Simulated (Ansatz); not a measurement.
The coordinates of a crystal:

```
Al As
1.0
     4.05024    0.00000    0.00000
     0.00000    4.05024    0.00000
     0.00000    0.00000    8.50717
Al As
6 2
Direct
  0.50000 0.50000 0.00000
  0.50000 0.00000 0.25000
  0.00000 0.50000 0.25000
  0.00000 0.00000 0.50000
  0.00000 0.50000 0.75000
  0.50000 0.00000 0.75000
  0.00000 0.00000 0.00000
  0.50000 0.50000 0.50000
```

Q: Before looking at a picture, describe the arrangement of atoms.

A: Chemical formula Al₃As. Its lattice is body-centred tetragonal, its space group I4/mmm (No. 139). One cell contains 6 Al, 2 As, 8 atoms in all. Each Al has eight Al and four As in a cuboctahedral arrangement (2.86 to 2.94 Å to Al, 2.86 to 2.94 Å to As). Each As atom has twelve Al in a cuboctahedral arrangement at 2.86 to 2.94 Å around it. The bonds build a three-dimensional framework.

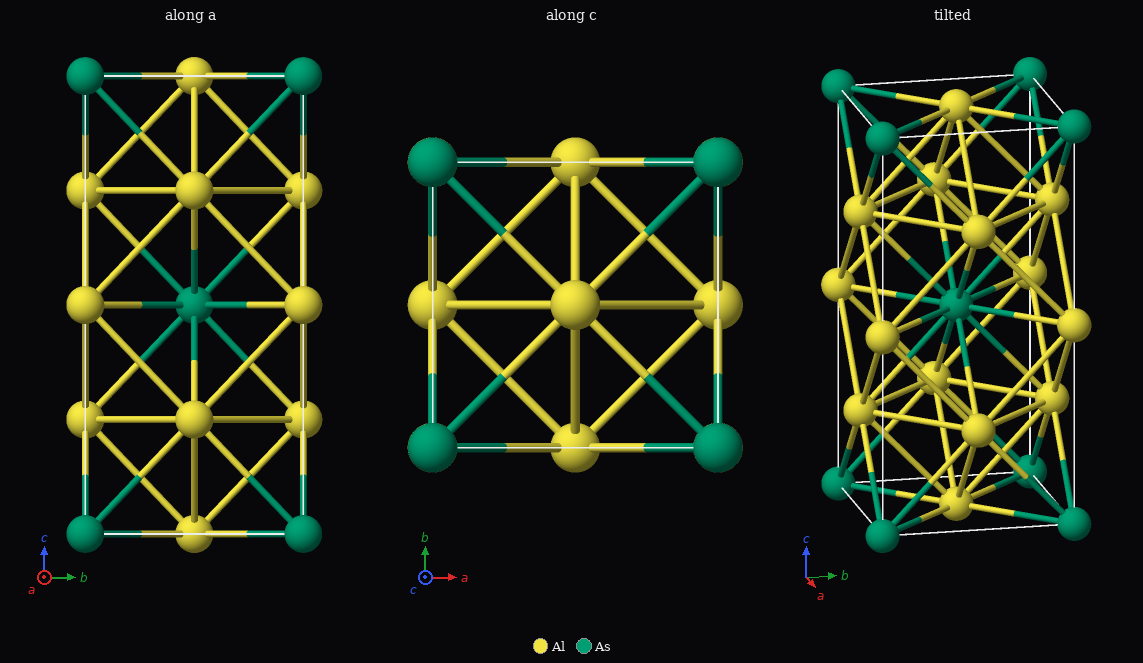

The image is a ball-and-stick drawing of a crystal, viewed along the a axis, along the c axis and slightly off an axis. The box is the conventional unit cell; atoms on or close to its faces, edges and corners are drawn wherever they repeat.

Provenance: a textbook structure type filled with these elements (whether it is the usual form wasn't checked). What is shown is the relaxed result from DFT PBE, scalar-relativistic, plane waves, PAW in Ansatz 0.2.0.
